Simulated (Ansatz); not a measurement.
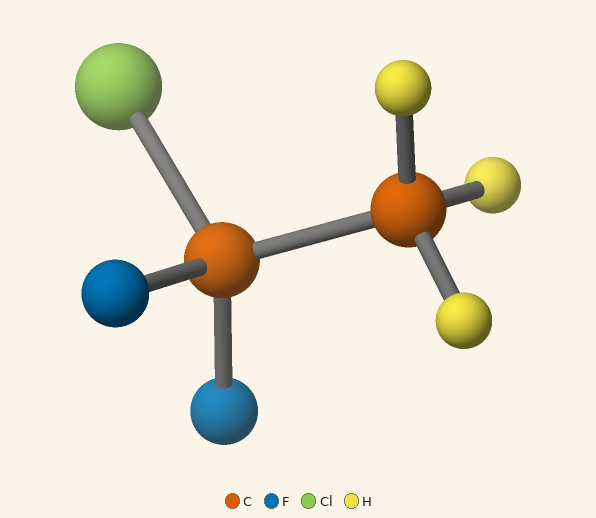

Every bond is drawn as one stick, whatever its order.

Description:

Formula C₂H₃ClF₂. Its SMILES string is `CC(F)(F)Cl`. It has no ring. Among its groups: C–F bond, C–Cl bond. The point group is Cs. Coordination: 2 C tetrahedral.

The parts below concern this one geometry. Atoms keep their numbers from picture to picture. The geometry was computed by an optimisation with PBE0-D4/def2-TZVP.

Geometry

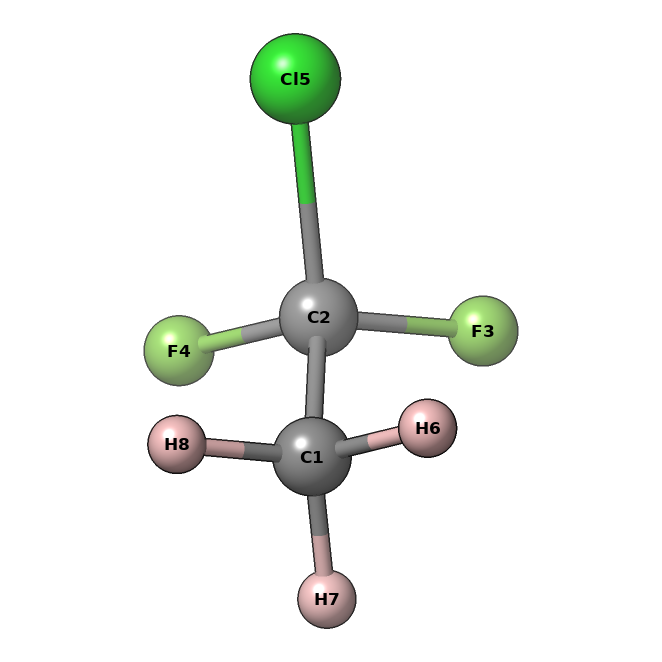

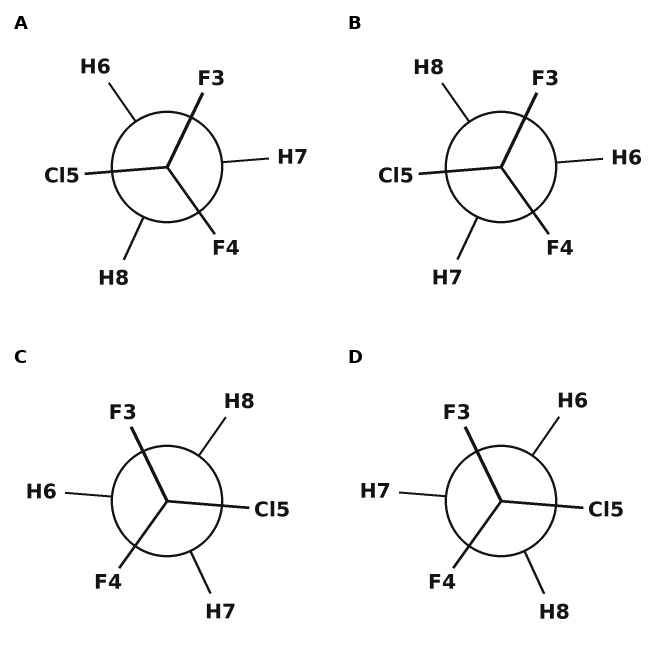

Atoms fade into the background with distance from the viewer. Bonds that would overlap in a projection are set slightly apart.

**Which Newman projection shows the view along C2–C1, with C2 in front?**

D. The torsion angle Cl5–C2–C1–H6 is −60°, synclinal (gauche).

Vibrations

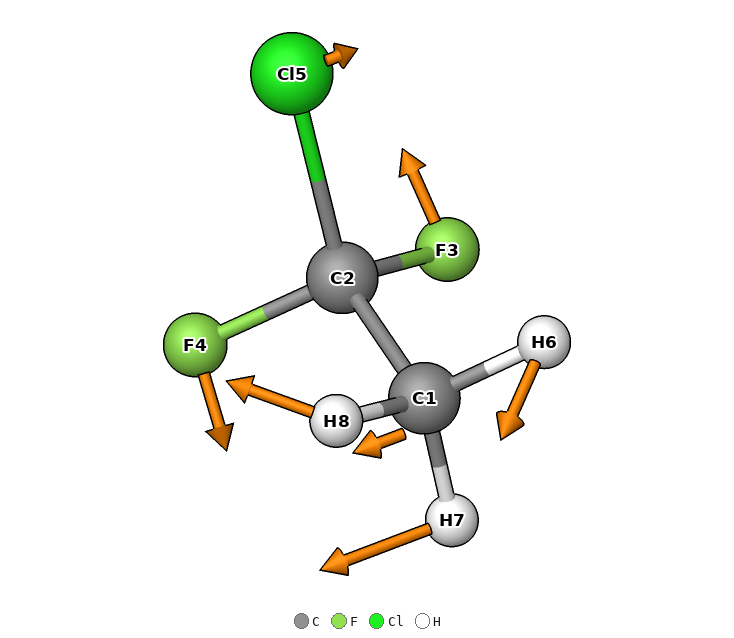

The arrows show one normal mode. Harmonic vibrations computed with RKS PBE0-D4/def2-TZVP (Ansatz 0.2.0) at a stationary point of the same level.

**Describe the motion.**

Mostly angle bending.

**Estimate its harmonic wavenumber.**

334 cm⁻¹; it is mode 3 of 18 counted from the lowest.

Thermal motion

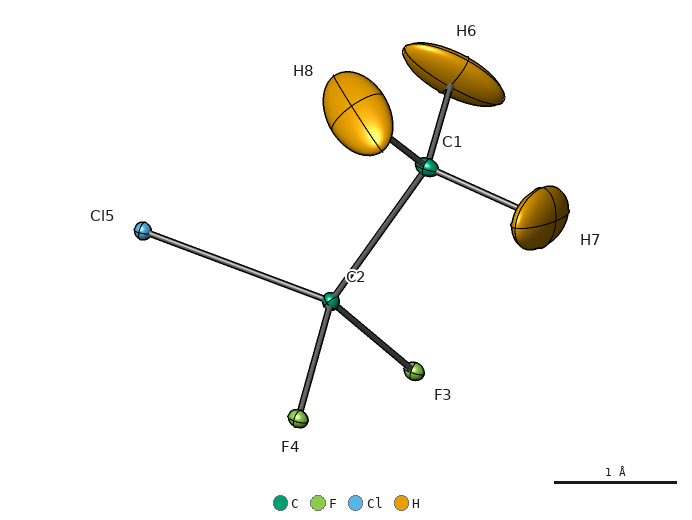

Displacement ellipsoids at the 50 % level, from the internal vibrations of the free molecule (harmonic, no overall translation or rotation; no half-axis is drawn under 0.075 Å). Vibrations computed with RKS PBE0-D4/def2-TZVP (Ansatz 0.2.0). Temperature: 600 K.

Give the displacement parameters, one line for each set of equivalent atoms.

| atom | U_eq (Å²) | rms amplitudes (Å) |
| --- | --- | --- |
| C1 | 0.0030 | 0.045, 0.046, 0.069 |
| C2 | 0.0018 | 0.040, 0.044, 0.045 |
| F3, F4 | 0.0023 | 0.038, 0.045, 0.059 |
| Cl5 | 0.00099 | 0.027, 0.030, 0.037 |
| H6, H8 | 0.0427 | 0.083, 0.167, 0.306 |
| H7 | 0.0414 | 0.093, 0.166, 0.297 |

Levels of theory compared

Program: Ansatz 0.2.0.

Compare HOMO–LUMO gap (eV), HOMO energy (eV) at these levels: BHLYP-D4/def2-TZVPP; BLYP-D4/def2-TZVPP; CAM-B3LYP-D4/def2-TZVPP; HSE06 (plane-wave form)-D4/def2-TZVPP; PBE-D4/def2-TZVPP; PBE0-D4/def2-SVP; SPW92 (LDA)/def2-TZVPP; r2SCAN-D4/def2-TZVPP; r2SCAN0-D4/def2-TZVPP; r2SCANh-D4/def2-TZVPP; ωB97M-V/def2-TZVPP; ωB97X-V/def2-TZVPP.

```csv
level,HOMO–LUMO gap (eV),HOMO energy (eV)
BHLYP-D4/def2-TZVPP,12.38,−10.68
BLYP-D4/def2-TZVPP,7.08,−7.66
CAM-B3LYP-D4/def2-TZVPP,12.42,−10.76
HSE06 (plane-wave form)-D4/def2-TZVPP,9.01,−8.89
PBE-D4/def2-TZVPP,7.15,−7.80
PBE0-D4/def2-SVP,10.29,−9.14
SPW92 (LDA)/def2-TZVPP,7.05,−7.96
r2SCAN-D4/def2-TZVPP,7.79,−8.17
r2SCAN0-D4/def2-TZVPP,10.21,−9.54
r2SCANh-D4/def2-TZVPP,8.76,−8.72
ωB97M-V/def2-TZVPP,14.39,−11.63
ωB97X-V/def2-TZVPP,14.70,−11.81
```
